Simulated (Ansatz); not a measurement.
# From P to Bi: the dipole moment

One atom is swapped for its congeners: PBr3 (phosphorus tribromide) `BrP(Br)Br`; AsBr3 (arsenous tribromide) `Br[As](Br)Br`; SbBr3 (antimony bromide) `[Br][Sb]([Br])[Br]`; BiBr3 `[Br][Bi]([Br])[Br]`. All are singlets with charge 0.

Shapes, held fixed at every level: PBE0-D4/def2-TZVP. Programs: Ansatz 0.2.0. Values in D.

```json
{"level": "PBE-D4/def2-TZVPP", "PBr3": "0.29", "AsBr3": "1.05", "SbBr3": "2.07", "BiBr3": "3.15"}
{"level": "r2SCAN-D4/def2-TZVPP", "PBr3": "0.32", "AsBr3": "1.07", "SbBr3": "2.15", "BiBr3": "3.32"}
{"level": "B3LYP-D4/def2-TZVPP", "PBr3": "0.42", "AsBr3": "1.19", "SbBr3": "2.27", "BiBr3": "3.37"}
{"level": "wB97M-V/def2-TZVPP", "PBr3": "0.45", "AsBr3": "1.20", "SbBr3": "2.26", "BiBr3": "3.46"}
{"level": "measured", "PBr3": "0.61", "AsBr3": "–", "SbBr3": "–", "BiBr3": "–"}
```

At wB97M-V/def2-TZVPP the dipole moment rises at every step, from 0.45 to 3.46 D. Every level shows the same order. Measured values: NIST CCCBDB. For atoms past krypton def2 sets carry core potentials with scalar relativity. Relativity is left out for As, Br unless named. Magnitudes only: a dipole under 1 D may point either way.

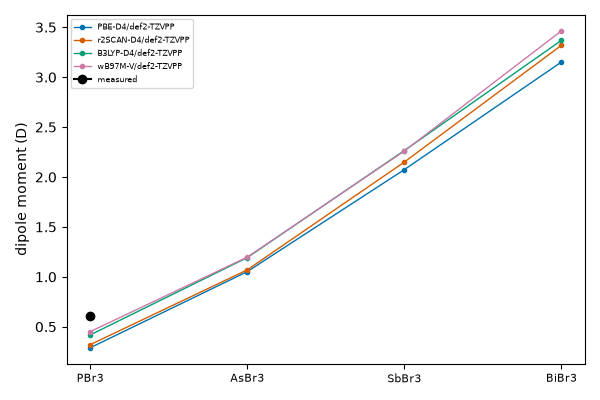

The trend along the series, level by level.
